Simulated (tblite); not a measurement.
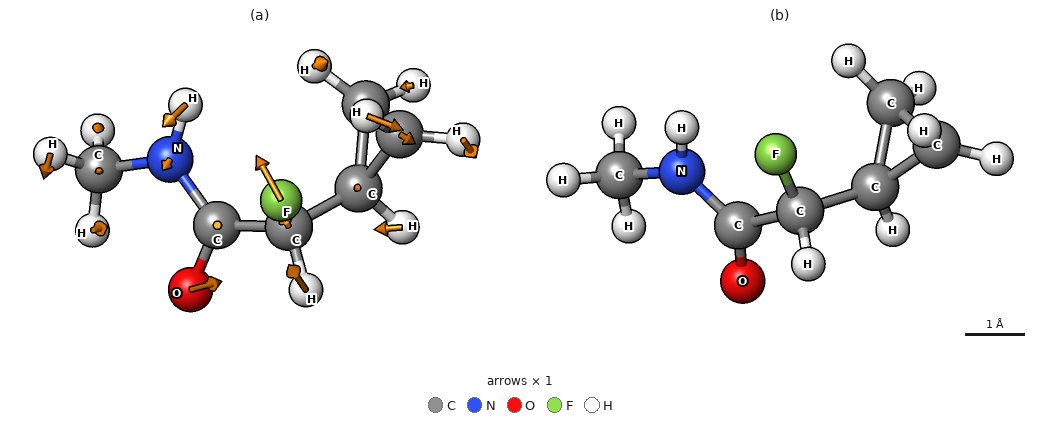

The structure of C6H10FNO before (left) and after (right) a relaxation, at one scale. The orange arrows give the displacements, at their true length.

The picture is a ball-and-stick view, seen at a tilt.

Level of theory: GFN2-xTB geometry optimisation, gas phase (tblite). 

**Describe what moved and what it gained.**

The largest move after the best rigid fit is that of the F atom, 0.93 Å. By element the largest moves are F 0.93 Å, H 0.84 Å, O 0.71 Å, C 0.37 Å, N 0.28 Å. Among the contacts that change: C–C 1.443 → 1.533 Å, C–N 1.427 → 1.342 Å, C–O 1.285 → 1.213 Å, C–H 1.137 → 1.082 Å. Bond angles that change, for instance: N–C–C 128.1° → 114.7°, N–C–O 113.9° → 124.6°, C–C–C 118.4° → 109.0°. Groups turn about C–C by about 45°, C–C by about 35°. Over 123 geometry steps the energy falls by 29.8 kcal/mol. Cost: 0.62 s on 1 thread of Arm Neoverse V2, with other jobs on the host.
